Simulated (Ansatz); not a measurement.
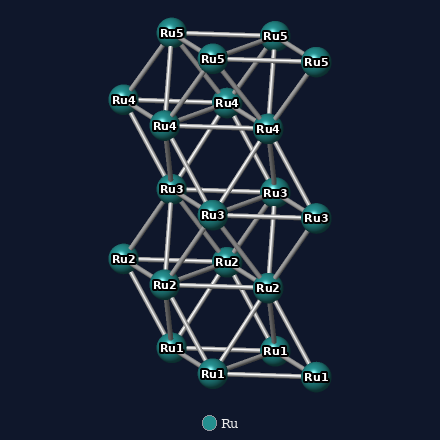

The system is C on a Ru(001) slab cut from the P6_3/mmc phase, its upper half relaxed before the scan (5 atoms of substrate and one adsorbate in a 1 × 1 cell); the picture shows it without the atoms that are moved over the map. C is moved along a line over the surface and along the normal, above a rigid substrate. First axis: position of C6 along the first surface vector, from above Ru5. Second axis: height of C6 above the plane of Ru5. The grid has 6 × 7 points; 25 points were computed and 12 follow by symmetry. At 5 points there is no value (left out of the scan, as a rule where atoms come close). Points are written as (first, second). All energies are given in eV relative to the lowest grid point. Computed with DFT LDA, scalar-relativistic, plane waves, PAW in Ansatz. Settings: cutoff 420 eV, k-mesh 12×12×1, gaussian smearing 0.1 eV, spin-polarised.

Range: position of C6 along the first surface vector from 0.00 to 2.23 Å; height of C6 above the plane of Ru5 from 1.33 to 3.97 Å.

### What landscape does the calculation give?

The lowest grid point is at (1.34 Å, 1.33 Å) [nearest 2 Ru at 1.89 Å]. It lies at the edge of the scanned range, so the true minimum may lie outside. The highest grid point, (1.34 Å, 3.97 Å), lies 3.97 eV above the lowest.

| second ↓, first → | 0.00 | 0.45 | 0.89 | 1.34 | 1.78 | 2.23 |
| --- | --- | --- | --- | --- | --- | --- |
| 3.97 | 3.97 | 3.97 | 3.97 | 3.97 | 3.97 | 3.97 |
| 3.27 | 3.63 | 3.63 | 3.64 | 3.64 | 3.64 | 3.63 |
| 2.77 | 3.03 | 3.04 | 3.06 | 3.07 | 3.06 | 3.04 |
| 2.37 | 2.24 | 2.24 | 2.29 | 2.33 | 2.29 | 2.24 |
| 2.02 | 1.39 | 1.33 | 1.39 | 1.48 | 1.39 | 1.33 |
| 1.68 | 0.88 | 0.65 | 0.50 | 0.55 | 0.50 | 0.65 |
| 1.33 | – | – | – | 0.00 | – | – |

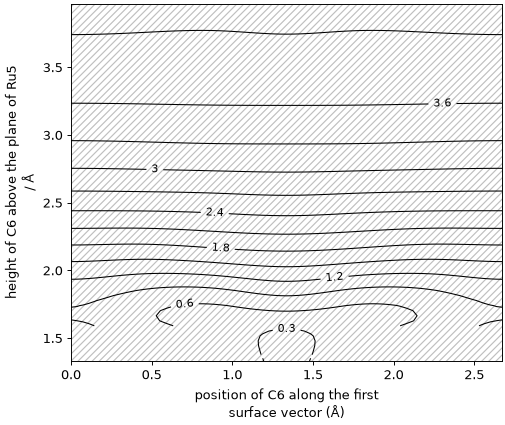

Drawn: contour lines labelled in eV, hatched blanks where no value was computed. Between grid points the surface is interpolated.

The whole map (25 points run) took 23 min on 2 threads of Intel(R) Xeon(R) Platinum 8488C (Sapphire Rapids) (shared host).

PAW datasets: the set soft_1.
